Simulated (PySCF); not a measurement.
H5O7Si2, SMILES O[Si](O)(O)O[Si](O)(O)[O], doublet at its PBE0/def2-SVP optimised geometry (Å):

```
14

O     -3.0698     0.5525     1.8093
Si    -2.2148    -0.8063     2.3393
O     -3.2768    -2.0509     2.4204
O     -1.6024    -0.3431     3.7876
O     -0.9850    -1.1559     1.3285
Si    -0.3358    -0.3965     0.0000
O     -0.8486     1.1662     0.0000
O      1.3051    -0.3965     0.0000
O     -0.8450    -1.3055    -1.2696
H     -3.0442    -2.8348     1.9122
H     -2.2288    -0.2411     4.5111
H     -1.7221     1.3055     0.3964
H      1.7221     0.3232     0.4825
H     -0.3861    -1.1527    -2.1005
```

Computed with unrestricted PBE0/def2-TZVP (PySCF). Cells within 0.4 Å of a nucleus heavier than hydrogen are left out (blank, or x).

Map of the electrostatic potential (hartree/e), clipped to [-0.08, 0.12] on the plane z = 1.0 Å:

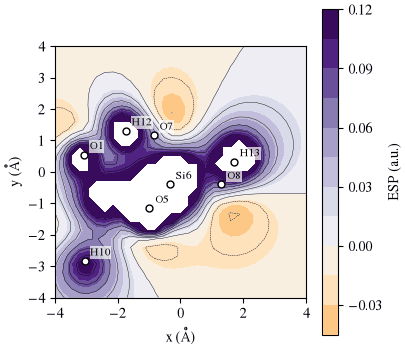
Fig. 1. Electrostatic potential (hartree/e), clipped to [-0.08, 0.12] on the plane z = 1.0 Å.
